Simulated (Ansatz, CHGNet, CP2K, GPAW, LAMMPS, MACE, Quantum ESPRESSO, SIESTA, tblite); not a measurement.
## GPAW runs on Zn40S29Se11 with crystalline order left by the classical run (80 atoms)

Aim: run Zn40S29Se11 with crystalline order left by the classical run (80 atoms) in GPAW and see how near its forces come to a plane-wave reference, and at what cost.

Program: GPAW 26.7.0. Level of theory: the method is named at each step. Results are calculated unless marked as measured.

## Step 1: Set-up

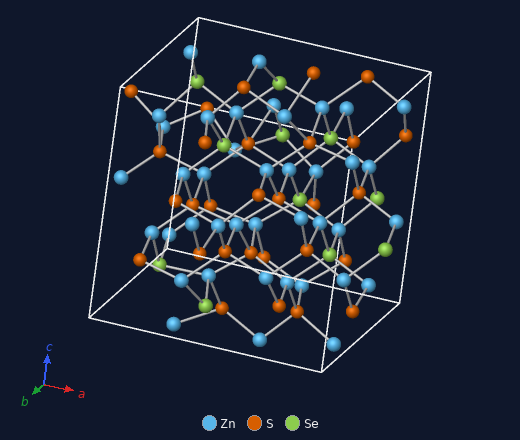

The cell as given, from a free direction (zinc blue, sulfur orange, selenium green).

The cell holds 80 atoms: 40 Zn, 29 S and 11 Se. Cell: a = 11.843 Å, b = 11.843 Å, c = 11.843 Å, α = 90.0°, β = 90.0°, γ = 90.0°. 80 atoms (40 Zn, 29 S, 11 Se) placed at random at 4.41 g/cm³, melted at 2500 K for 10 ps at fixed volume with the Stillinger-Weber II-VI potential (Zhou et al., Phys. Rev. B 88, 085309 (2013)). Quenched from 2500 K to 300 K at 4 K/ps and fixed volume, annealed at 800 K for 50 ps, held 5 ps.

The yardstick, on the same geometry:

* method: Kohn-Sham DFT, PBE, SSSP efficiency 1.3.0 pseudopotentials, plane waves (Quantum ESPRESSO 7.5); sssp-pbe-1.3.0-efficiency, cutoffs 45/360 Ry, Γ point
* r.m.s. force component: 0.4211 eV/Å
* longest force: 2.329 eV/Å
* pressure: 0.934 GPa
* time: 6 min on 4 MPI ranks of Arm Neoverse V2, shared host
* CPU time: 24 min

## Step 2: PBE, LCAO dzp, h 0.2 Å

Method: Kohn-Sham DFT, PBE, PAW, atomic orbitals (dzp).

Input file run.py:

```python
import numpy as np
from ase.io import read
from gpaw import GPAW, FermiDirac

atoms = read("structure.xyz")
atoms.calc = GPAW(
    mode="lcao",
    basis="dzp",
    h=0.2,
    xc="PBE",
    kpts={"size": (1, 1, 1), "gamma": True},
    occupations=FermiDirac(0.05),
    maxiter=200,
    symmetry={"point_group": False},
    txt="gpaw.txt",
)
energy = atoms.get_potential_energy(force_consistent=True)
forces = atoms.get_forces()
print(f"energy {energy:.6f} eV")
print("forces (eV/A)")
for i, (a, f) in enumerate(zip(atoms, forces)):
    print(f"{i:4d} {a.symbol:2s} {f[0]:10.5f} {f[1]:10.5f} {f[2]:10.5f}")
print(f"Fermi level {atoms.calc.get_fermi_level():.4f} eV")
for k in range(len(atoms.calc.get_ibz_k_points())):
    for s in range(atoms.calc.get_number_of_spins()):
        e = atoms.calc.get_eigenvalues(kpt=k, spin=s)
        n = np.searchsorted(e, atoms.calc.get_fermi_level())
        print(f"k {k} spin {s} levels about the Fermi level:", np.round(e[max(n - 6, 0):n], 4).tolist(), "|", np.round(e[n:n + 6], 4).tolist())
```

Input file structure.xyz:

```xyz
80
Lattice="11.84320 0.00000 0.00000 0.00000 11.84320 0.00000 0.00000 0.00000 11.84320" Properties=species:S:1:pos:R:3 pbc="T T T"
Zn 10.41692 7.23442 5.58738
Zn 2.74644 6.37827 0.92709
Zn 5.37598 9.41937 9.14745
Zn 4.10462 11.42229 0.52098
Zn 11.69090 5.23837 2.45071
Zn 3.66239 8.15878 7.13873
Zn 6.31894 4.33283 1.29766
Zn 3.35032 11.66401 4.99996
Zn 9.57842 2.25684 1.32857
Zn 3.93988 4.98338 9.38751
Zn 1.70400 2.03679 7.73633
Zn 10.53299 3.88256 7.83605
Zn 9.39557 8.93143 8.84036
Zn 6.64451 0.80498 3.35684
Zn 1.09490 0.06561 1.53523
Zn 1.95401 10.36612 9.81576
Zn 11.35656 8.66662 0.37069
Zn 8.47203 3.83637 4.46204
Zn 0.26150 10.50681 6.85899
Zn 1.77459 5.18590 5.79085
Zn 7.44629 2.56405 9.74518
Zn 0.82275 3.41961 11.27887
Zn 6.87521 9.32001 5.65809
Zn 4.97308 0.21495 8.01382
Zn 10.85619 0.37448 9.93692
Zn 11.73981 2.10252 4.77174
Zn 8.26158 10.72828 0.49102
Zn 8.73306 0.57593 6.64996
Zn 3.22076 2.96968 2.81679
Zn 9.93455 10.59493 3.62343
Zn 8.28692 7.41337 2.44207
Zn 3.78864 1.72082 10.98836
Zn 7.20398 5.96803 7.53074
Zn 6.35577 7.16135 10.98658
Zn 5.01133 6.11701 4.24875
Zn 5.26714 3.06016 6.16841
Zn 0.69626 6.91264 9.04714
Zn 4.86732 9.19151 2.51929
Zn 1.54980 8.38996 3.69863
Zn 9.52501 5.59425 11.10489
S 9.04063 1.04161 11.25661
S 10.12866 11.12432 7.98267
S 4.30725 4.96550 2.35372
S 6.81943 1.70151 7.54483
S 6.45348 7.95401 3.68726
S 9.50512 9.27725 1.78430
S 6.57238 4.84221 5.55458
S 2.23079 2.03750 0.87758
S 7.69962 2.73838 2.55564
S 8.03632 11.18685 4.79886
S 1.19214 3.82618 3.86586
S 4.77956 10.19652 6.38017
S 7.64479 6.03150 0.67163
S 10.75351 4.09609 0.54230
S 1.56271 8.97099 8.03549
S 10.66350 7.60630 10.27090
[... 20 atom lines left out ...]
Se 8.47026 7.82385 6.84940
Se 5.46315 3.57878 10.83653
Se 2.72642 10.43658 2.93984
Se 9.74008 5.82851 3.72682
```

Run with:

```sh
> OMP_NUM_THREADS=1 python run.py > output.txt
```

The program printed:

```text
energy -234.859095 eV
forces (eV/A)
   0 Zn    0.25215    0.42751   -0.46086
   1 Zn    0.14017   -0.39527    0.13674
   2 Zn    0.62710    0.76950    0.46857
   3 Zn    1.51678    0.23152   -0.08097
   4 Zn   -0.00907   -0.30606   -0.18301
   5 Zn   -0.27792    0.30581   -0.26792
   6 Zn   -0.38435   -0.74585    0.07447
   7 Zn   -0.05805   -0.03600   -0.00352
   8 Zn    0.19645   -0.44118   -0.38601
   9 Zn    0.44814    0.06005    0.17619
  10 Zn   -0.18750    0.30092    0.35617
  11 Zn    0.12346   -0.38816   -0.06023
  12 Zn   -0.21181    0.32605   -0.20040
  13 Zn   -0.06217   -0.56543   -0.08908
  14 Zn   -0.06640   -0.22344   -0.56359
  15 Zn   -0.48643    0.34751   -0.13235
  16 Zn   -0.28170    0.20115    0.07934
  17 Zn   -0.03267    0.20042    0.22992
  18 Zn   -0.31750    0.03904   -0.77228
  19 Zn    0.05834    0.03778   -0.71888
  20 Zn   -0.23551   -0.99211    0.09176
  21 Zn   -0.27069   -0.36845   -0.06611
  22 Zn    0.20747    0.05478   -0.46389
  23 Zn    0.82407   -0.04673    1.12696
[...]
72 Se   -0.01366   -0.91565    0.11509
  73 Se   -0.67108   -0.64516   -0.42503
  74 Se    0.50845    0.29247   -0.25134
  75 Se    0.03477    0.29961    0.18726
  76 Se   -0.16209    1.01940    0.11328
  77 Se   -0.53806    0.09151    0.07760
  78 Se    0.21543   -0.00486   -0.10954
  79 Se   -0.27471    0.24240    0.06881
Fermi level 5.0784 eV
k 0 spin 0 levels about the Fermi level: [3.693, 3.7255, 4.1416, 4.28, 4.6223, 4.9645] | [5.1923, 5.7703, 5.8948, 6.3958, 6.6771, 6.7176]
```

gpaw.txt:

```text
Input parameters:
  mode=LCAO(),
  basis={'default': 'dzp'},
  h=0.2,
  kpts=MonkhorstPack(size=(1, 1, 1), gamma=True),
  maxiter=200,
  occupations=Occupations(name='fermi-dirac', width=0.05, fixmagmom=False),
  symmetry=Symmetry(point_group=False),
  xc=XC(name='PBE')
Unit cell  # Å
| periodic |         x |         y |         z |   lengths |    angles |
|----------|-----------|-----------|-----------|-----------|-----------|
|      yes | 11.843200 |  0.000000 |  0.000000 | 11.843200 | 90.000000 |
|      yes |  0.000000 | 11.843200 |  0.000000 | 11.843200 | 90.000000 |
|      yes |  0.000000 |  0.000000 | 11.843200 | 11.843200 | 90.000000 |
Number of symmetries: 1
Symmetry operations  # r_c * U_cc + t_c -> r_c
|   | kind |            matrix            |
|---|------|------------------------------|
| 0 |  E   |  1, 0, 0,  0, 1, 0,  0, 0, 1 |
BZ-sampling:
  Number of BZ points: 1
  Number of IBZ points: 1
  Monkhorst-Pack size: [1, 1, 1]
  Monkhorst-Pack shift: [0, 0, 0]
[... lines left out ...]
  Fermi-Dirac:
    width: 0.0500  # eV
FastPoissonSolver using
    Stencil: 6*3+1=19 point O(h^6) finite-difference Laplacian
xc functional:
  name: PBE with 2 nearest neighbor stencil
interpolation: tri-quintic # 5. degree polynomial
Initialization done in: 11.242 s
convergence criteria:
- Maximum [total energy] change in last 3 cyles: 0.0005 eV / valence electron
- Maximum integral of absolute [dens]ity change: 0.0001 electrons / valence electron
- Maximum integral of absolute [eigenst]ate change: 4e-08 eV^2 / valence electron
maximum number of iterations: 200
SCF iterations
|iter     |      energy | eigst |  dens |
|---------|-------------|-------|-------|
|iter:   1| -241.356153 |      c|       |
|iter:   2| -239.415905 |      c| -1.35 |
|iter:   3| -235.168161 |      c| -1.39 |
|iter:   4| -236.687113 |      c| -1.79 |
|iter:   5| -235.270930 |      c| -1.89 |
|iter:   6| -234.929000 |      c| -2.19 |
|iter:   7| -234.859239 |      c| -2.52 |
|iter:   8| -234.840816c|      c| -2.93 |
|iter:   9| -234.826618c|      c| -3.23 |
|iter:  10| -234.831710c|      c| -3.47 |
|iter:  11| -234.827555c|      c| -3.53 |
|iter:  12| -234.828105c|      c| -4.06c|
Converged in 12 steps
SCF loop duration: 187.156 s (15.596 s/step)
Energy contributions relative to reference atoms: (reference = -2996462.896582)
Energy contributions:
  Kinetic:         425.114256
  Coulomb:        -341.515066
  Zero:              3.562522
  External:          0.000000
  Xc:             -321.958826
  Entropy:          -0.061980
  Spinorbit:         0.000000
  ----------------------------
  Free energy:    -234.859095
  Extrapolated:   -234.828105
dipole moment: (90.688563, -66.911820, -22.704014)  # |e|*Ang
Fermi level: 5.078
Eigenvalues  # (at kpt = [0.000, 0.000, 0.000])
| band index |      eig [eV] | occ [0-2] |
|------------|---------------|-----------|
|          0 |       -10.745 |     2.000 |
|        ... |               |           |
|        352 |         3.188 |     2.000 |
|        353 |         3.363 |     2.000 |
[...]
|        367 |         7.041 |     0.000 |
|        ... |               |           |
|        435 |        10.231 |     0.000 |
Gap: 0.228 eV
Transition (v -> c):
  (s=0, k=0, n=359, [0.00, 0.00, 0.00]) -> (s=0, k=0, n=360, [0.00, 0.00, 0.00])
No difference between direct/indirect transitions
Force computation time: 39.868  # s
timing:  # [seconds]
  Total:  238.297  # ━━━━━━━━━━━━━━━━━━━━━━━━━━━━━━━━━━━━━━━━━━━━━━━━━━━━━━━━
  Init:    11.242  # ━━╸
  SCF:    187.156  # ━━━━━━━━━━━━━━━━━━━━━━━━━━━━━━━━━━━━━━━━━━━━
  Forces:  39.868  # ━━━━━━━━━╸
```

It took 4 min on 1 thread of Arm Neoverse V2, shared host; peak memory 2 GiB.

Banners, paths, timers and routine set-up lines are dropped from the logs unmarked, and long logs keep their key lines alone; longer cuts are marked.

Compared with the plane-wave run:

| Item | Value |
| --- | --- |
| r.m.s. force component | 0.4308 eV/Å |
| r.m.s. difference of force components | 33.2 meV/Å |
| longest difference of force vectors | 286.9 meV/Å |
| force difference over r.m.s. force | 7.884 % |
| slope of forces against the reference's | 1.02 |
| correlation of force components | 0.9972 |
| gap (highest filled to lowest empty level) | 0.2278 eV |

Length of the force difference by element (eV/Å):

```
element  atoms   mean  most
      S     29  0.047  0.23
     Se     11  0.053  0.29
     Zn     40  0.036  0.12
```

Levels nearest the highest filled one (eV from it): -1.27, -1.24, -0.82, -0.68, -0.34, 0.00, 0.23, 0.81, 0.93, 1.43, 1.71, 1.75.

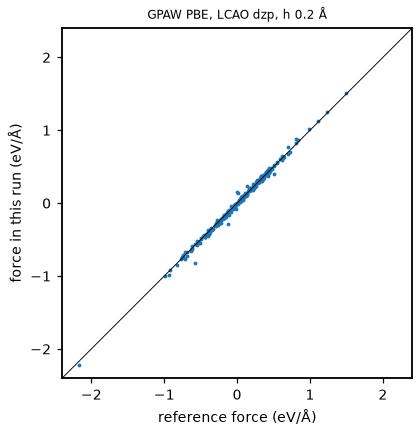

Force components against those of the reference; the line marks equality.

The surroundings of S63, which bears the longest force, nearest first, numbered as they follow in the input and with coordinates relative to it.

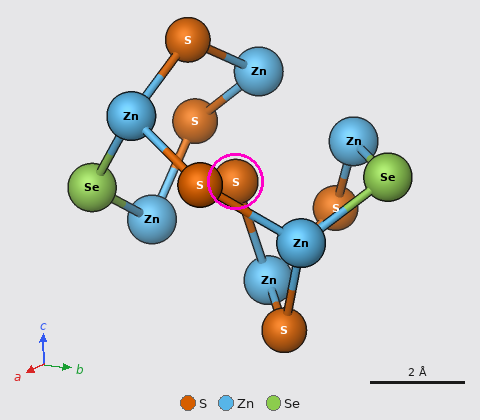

The atoms of the table, within 3.5 Å (arrows a, b, c point along x, y, z); some may hide others; the central atom is ringed.

```
atom      x      y      z  distance (Å)  bonds     Fx     Fy  Fz (eV/Å)
 S63   0.00   0.00   0.00          0.00      1  -2.23   0.49      -0.67
Zn24  -1.12   0.08  -2.47          2.71      4   0.82  -0.05       1.13
 Zn4  -1.99  -0.56   1.89          2.79      2   1.52   0.23      -0.08
Zn32  -2.30   1.58   0.51          2.84      3   1.25   0.00      -0.04
Zn21   1.36   2.43  -0.73          2.87      4  -0.24  -0.99       0.09
 Zn3  -0.71  -2.56  -1.33          2.98      3   0.63   0.77       0.47
Se74   1.51  -2.69  -0.08          3.09      4  -0.67  -0.65      -0.43
Zn27   2.17  -1.25   1.86          3.12      4  -0.43   0.63      -0.63
 S41   2.95   0.90   0.78          3.18      4  -0.29  -0.24       0.26
 S59   0.16  -1.01   3.08          3.24      4  -0.77   0.65       0.48
 S62  -2.31  -2.39   0.48          3.36      4   0.40   0.14      -0.28
 S44   0.73   1.56  -2.93          3.40      4  -0.73  -0.16      -0.25
 S67  -3.19   0.54  -1.33          3.50      4   0.35  -0.66      -0.36
Se78  -0.63   3.44   0.36          3.51      4  -0.54   0.09       0.08
```

Atoms are counted from 1 here, from 0 in the log.

Forces lie 7.9 % from the reference's, at 0.17 times its CPU time (on 1 against 4 cores).

## Step 3: PBE, plane waves 550 eV

Method: Kohn-Sham DFT, PBE, PAW, plane waves.

run.py: that of step 2 with these lines changed.

```diff
@@ -2,3 +2,4 @@
 from ase.io import read
-from gpaw import GPAW, FermiDirac
+from gpaw import GPAW, FermiDirac, PW
+from ase.parallel import parprint as print
 
@@ -6,5 +7,3 @@
 atoms.calc = GPAW(
-    mode="lcao",
-    basis="dzp",
-    h=0.2,
+    mode=PW(550),
     xc="PBE",
@@ -14,2 +13,3 @@
     symmetry={"point_group": False},
+    nbands=487,
     txt="gpaw.txt",
@@ -22,2 +22,6 @@
     print(f"{i:4d} {a.symbol:2s} {f[0]:10.5f} {f[1]:10.5f} {f[2]:10.5f}")
+stress = -atoms.get_stress(voigt=False) * 160.21766
+print("stress (GPa, compression positive)")
+for row in stress:
+    print(" ".join(f"{x:10.4f}" for x in row))
 print(f"Fermi level {atoms.calc.get_fermi_level():.4f} eV")
```

structure.xyz is that of step 2.

Run with:

```sh
> OMP_NUM_THREADS=1 mpirun -np 4 gpaw python run.py > output.txt
```

The program printed:

```text
energy -254.329432 eV
forces (eV/A)
   0 Zn    0.22578    0.41956   -0.43320
   1 Zn    0.12726   -0.38119    0.13771
   2 Zn    0.63068    0.69671    0.48687
   3 Zn    1.50201    0.14655   -0.02361
   4 Zn    0.00657   -0.28195   -0.18024
   5 Zn   -0.24617    0.33338   -0.22987
   6 Zn   -0.38660   -0.73859    0.03955
   7 Zn   -0.03389   -0.03941   -0.00376
   8 Zn    0.17545   -0.45565   -0.39078
   9 Zn    0.46049    0.07748    0.19242
  10 Zn   -0.18815    0.28020    0.35744
  11 Zn    0.13788   -0.38994   -0.05802
[...]
75 Se    0.04968    0.29852    0.18775
  76 Se   -0.15864    0.99514    0.12003
  77 Se   -0.52123    0.07685    0.06183
  78 Se    0.24263   -0.01630   -0.12859
  79 Se   -0.29523    0.25958    0.06305
stress (GPa, compression positive)
    1.0569     0.6789    -0.9399
    0.6789     1.0888     0.8189
   -0.9399     0.8189     1.0716
Fermi level 5.0466 eV
k 0 spin 0 levels about the Fermi level: [3.6677, 3.6979, 4.1007, 4.2385, 4.579, 4.9312] | [5.1619, 5.7199, 5.8411, 6.3384, 6.6091, 6.6537]
```

gpaw.txt:

```text
Input parameters:
  mode=PW(ecut=550.0),
  kpts=MonkhorstPack(size=(1, 1, 1), gamma=True),
  maxiter=200,
  nbands=487,
  occupations=Occupations(name='fermi-dirac', width=0.05, fixmagmom=False),
  symmetry=Symmetry(point_group=False),
  xc=XC(name='PBE')
[... lines left out ...]
  Converge bands: occupied
[... lines left out ...]
  Fermi-Dirac:
[... lines left out ...]
convergence criteria:
- Maximum [total energy] change in last 3 cyles: 0.0005 eV / valence electron
[... lines left out ...]
Converged in 20 steps
[... lines left out ...]
  Free energy:    -254.329432
[... lines left out ...]
Fermi level: 5.047
[... lines left out ...]
|------------|---------------|-----------|
|          0 |       -10.723 |     2.000 |
|        ... |               |           |
|        352 |         3.164 |     2.000 |
|        353 |         3.336 |     2.000 |
[...]
|        ... |               |           |
[...]
Gap: 0.231 eV
Transition (v -> c):
  (s=0, k=0, n=359, [0.00, 0.00, 0.00]) -> (s=0, k=0, n=360, [0.00, 0.00, 0.00])
No difference between direct/indirect transitions
Force computation time: 3.622  # s
Stress tensor  # eV/Ang^3
|         x |         y |         z |
|-----------|-----------|-----------|
[...]
| -0.004237 | -0.006796 | -0.005111 |
|  0.005866 | -0.005111 | -0.006689 |
Stress computation time: 17.880  # s
```

The job ended after 4 min (4 MPI ranks; peak memory 3.2 GiB).

Compared with the plane-wave run:

| Item | Value |
| --- | --- |
| r.m.s. force component | 0.4244 eV/Å |
| r.m.s. difference of force components | 6.003 meV/Å |
| longest difference of force vectors | 27.67 meV/Å |
| force difference over r.m.s. force | 1.425 % |
| slope of forces against the reference's | 1.008 |
| correlation of force components | 0.9999 |
| gap (highest filled to lowest empty level) | 0.2307 eV |
| pressure | 1.072 GPa |
| pressure difference | 0.1384 GPa |

Against the first run (7.9 %), the force difference from the reference is 1.4 %, at 4.0 times the CPU time (on 4 against 1 cores) (20 SCF steps against 12).

The run ends at a pressure of 1.07 GPa, with forces up to 2.3 eV/Å.

## Step 4: RPBE, LCAO dzp, h 0.2 Å

Method: Kohn-Sham DFT, RPBE, PAW, atomic orbitals (dzp).

run.py: that of step 3 with these lines changed.

```diff
@@ -2,4 +2,3 @@
 from ase.io import read
-from gpaw import GPAW, FermiDirac, PW
-from ase.parallel import parprint as print
+from gpaw import GPAW, FermiDirac
 
@@ -7,4 +6,6 @@
 atoms.calc = GPAW(
-    mode=PW(550),
-    xc="PBE",
+    mode="lcao",
+    basis="dzp",
+    h=0.2,
+    xc="RPBE",
     kpts={"size": (1, 1, 1), "gamma": True},
@@ -13,3 +14,2 @@
     symmetry={"point_group": False},
-    nbands=487,
     txt="gpaw.txt",
@@ -22,6 +22,2 @@
     print(f"{i:4d} {a.symbol:2s} {f[0]:10.5f} {f[1]:10.5f} {f[2]:10.5f}")
-stress = -atoms.get_stress(voigt=False) * 160.21766
-print("stress (GPa, compression positive)")
-for row in stress:
-    print(" ".join(f"{x:10.4f}" for x in row))
 print(f"Fermi level {atoms.calc.get_fermi_level():.4f} eV")
```

structure.xyz is that of step 3.

Run with:

```sh
> OMP_NUM_THREADS=1 python run.py > output.txt
```

The program printed:

```text
energy -199.129212 eV
forces (eV/A)
   0 Zn    0.27941    0.43595   -0.48991
   1 Zn    0.16131   -0.44871    0.15383
   2 Zn    0.65576    0.88392    0.34045
   3 Zn    1.42928    0.33036   -0.01233
   4 Zn    0.04640   -0.33125   -0.19325
   5 Zn   -0.25115    0.20733   -0.21787
   6 Zn   -0.40992   -0.83208    0.08405
   7 Zn   -0.06810   -0.10684    0.01837
   8 Zn    0.22724   -0.46458   -0.34348
   9 Zn    0.47341    0.03476    0.19635
  10 Zn   -0.22692    0.42978    0.28323
  11 Zn    0.15988   -0.37245   -0.07003
[...]
75 Se    0.00886    0.33271    0.18484
  76 Se   -0.17073    1.08184    0.09056
  77 Se   -0.53649    0.16434    0.11020
  78 Se    0.15916    0.04034   -0.16214
  79 Se   -0.30605    0.22173    0.06548
Fermi level 5.2985 eV
k 0 spin 0 levels about the Fermi level: [3.8554, 3.8871, 4.3097, 4.4579, 4.8087, 5.1966] | [5.4004, 5.9862, 6.1189, 6.616, 6.9041, 6.9462]
```

gpaw.txt:

```text
Input parameters:
  mode=LCAO(),
  basis={'default': 'dzp'},
  h=0.2,
  kpts=MonkhorstPack(size=(1, 1, 1), gamma=True),
  maxiter=200,
  occupations=Occupations(name='fermi-dirac', width=0.05, fixmagmom=False),
  symmetry=Symmetry(point_group=False),
  xc=XC(name='RPBE')
[... lines left out ...]
  Fermi-Dirac:
[... lines left out ...]
convergence criteria:
- Maximum [total energy] change in last 3 cyles: 0.0005 eV / valence electron
[... lines left out ...]
Converged in 13 steps
[... lines left out ...]
  Free energy:    -199.129212
[... lines left out ...]
Fermi level: 5.299
[... lines left out ...]
|          0 |       -10.547 |     2.000 |
|        ... |               |           |
|        352 |         3.341 |     2.000 |
|        353 |         3.523 |     2.000 |
[...]
|        367 |         7.267 |     0.000 |
|        ... |               |           |
|        435 |        10.444 |     0.000 |
Gap: 0.204 eV
Transition (v -> c):
  (s=0, k=0, n=359, [0.00, 0.00, 0.00]) -> (s=0, k=0, n=360, [0.00, 0.00, 0.00])
No difference between direct/indirect transitions
Force computation time: 38.566  # s
timing:  # [seconds]
  Total:  247.981  # ━━━━━━━━━━━━━━━━━━━━━━━━━━━━━━━━━━━━━━━━━━━━━━━━━━━━━━━━
  Init:    11.256  # ━━╸
  SCF:    198.128  # ━━━━━━━━━━━━━━━━━━━━━━━━━━━━━━━━━━━━━━━━━━━━╸
  Forces:  38.566  # ━━━━━━━━╸
```

It took 4.2 min on 1 thread; peak memory 2 GiB.

Compared with the plane-wave run:

| Property | Result |
| --- | --- |
| r.m.s. force component | 0.4326 eV/Å |
| r.m.s. difference of force components | 62.11 meV/Å |
| longest difference of force vectors | 352.1 meV/Å |
| force difference over r.m.s. force | 14.75 % |
| slope of forces against the reference's | 1.017 |
| correlation of force components | 0.9898 |
| gap (highest filled to lowest empty level) | 0.2038 eV |

Against the first run (7.9 %), the force difference from the reference is 15 %, at 1.0 times the CPU time; the model has changed, so this is no error of the program alone.

(Part 1 of 2 ends here.)

[Also dropped from logs without a mark: logging warnings of Python, and SIESTA's first energy breakdown and zero terms.]

[Logs are printed without paths, hosts, clocks, repeated set-up lines and the standing remarks that a program may print on its own settings, such as how far it seeks lower states.]

[Hosts, paths, dates, database ids (printed as entryN), source tags and the programs' standing remarks are cut or masked in the printed files.]
